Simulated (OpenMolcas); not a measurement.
# Predicting a hybrid from its neighbours: GeSiH4F

GeSiH4F: 7 atoms, total charge 0, spin state doublet. As SMILES, `F[SiH][GeH3]`. Geometry: relaxed at PBE0-D4/def2-TZVP.

The electronic atomisation energy y, in eV, basis def2-SVPD; a is the functional's share of exact exchange. Programs: OpenMolcas 26.06.

```
functional     program     a  y (eV)
     UTPSS  OpenMolcas     0   20.60
  U-r2SCAN  OpenMolcas     0   20.32
    UB3LYP  OpenMolcas   0.2   19.90
     UPBE0  OpenMolcas  0.25       ?
    UBHLYP  OpenMolcas   0.5   19.56
```

Q: Fit y = c + s·a to the known rows and predict UPBE0.

A: 
1. Means of the 4 rows: a = 0.1750, y = 20.095.
2. Σ(Δa)² = 0.1675, Σ(Δa·Δy) = -0.3065, so the slope is -0.3065/0.1675 = -1.8299.
3. Intercept: 20.095 − (-1.8299) × 0.1750 = 20.415. The largest residual of the fit is 0.18.
4. UPBE0: 20.415 + (-1.8299) × 0.25 = 19.96 eV.

The run gave 19.84 eV, so the prediction is off by +0.12 eV, within the largest residual. The rows mix families of semi-local functionals, which the line can't see.

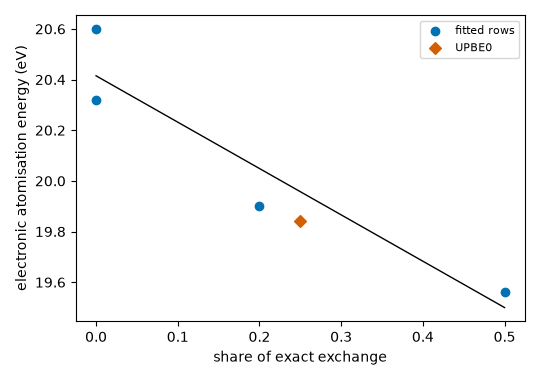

The fitted line, with the withheld row.
